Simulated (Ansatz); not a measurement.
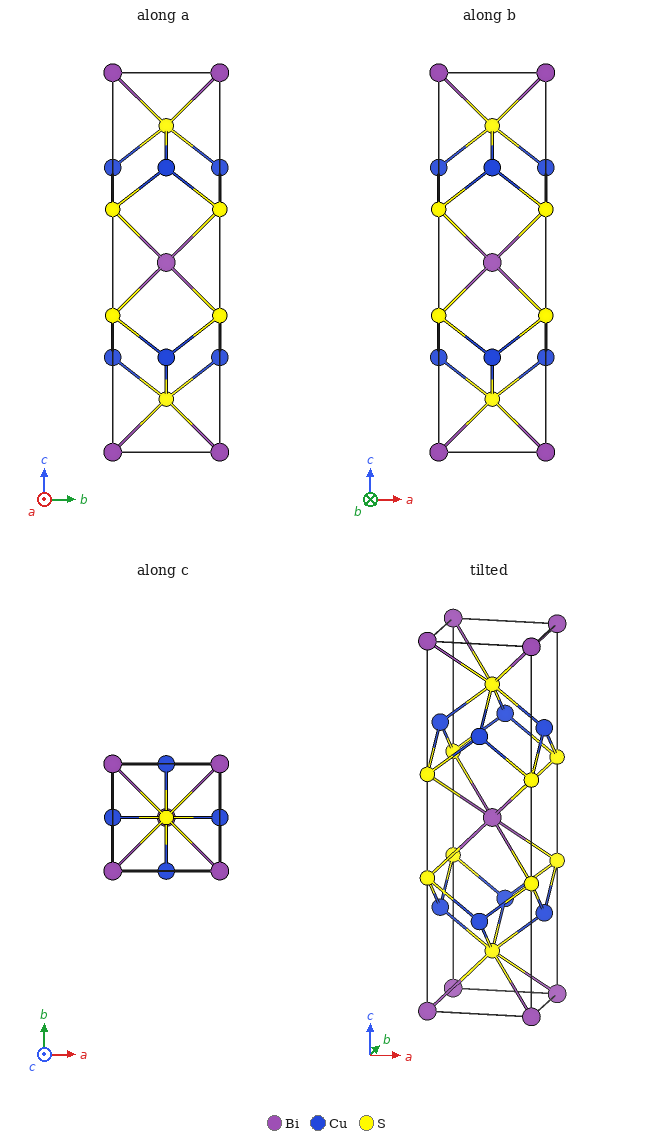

This ball-and-stick model is shown along the a axis, along the b axis, along the c axis and slightly off an axis. Thin lines show the conventional unit cell, with boundary atoms drawn in all their periodic places.

Lattice parameters: a = 3.8685 Å, b = 3.8685 Å, c = 13.7027 Å, α = 90.000°, β = 90.000°, γ = 90.000°.

From the views, write a CIF with its space group and independent sites, with free fractional coordinates to two decimals.

```cif
data_structure
_symmetry_space_group_name_H-M 'I 4/m m m'
_symmetry_Int_Tables_number 139
_cell_length_a 3.8685
_cell_length_b 3.8685
_cell_length_c 13.7027
_cell_angle_alpha 90.000
_cell_angle_beta 90.000
_cell_angle_gamma 90.000
_cell_volume 205.06
loop_
_atom_site_label
_atom_site_type_symbol
_atom_site_symmetry_multiplicity
_atom_site_Wyckoff_symbol
_atom_site_fract_x
_atom_site_fract_y
_atom_site_fract_z
_atom_site_occupancy
Bi1 Bi 2 a 0.00 0.00 0.00 1
Cu1 Cu 4 d 0.00 0.50 0.25 1
S1 S 4 e 0.00 0.00 0.36 1
```

Shown is a generated cell, made by putting these elements into a known structure type (the compound may or may not exist in this form), as it stood before any relaxation. It went into a calculation with Ansatz.

At this level of theory the cell isn't at rest (stretched, at -7 GPa), so its distances can differ from those at equilibrium, the more so the softer the solid.
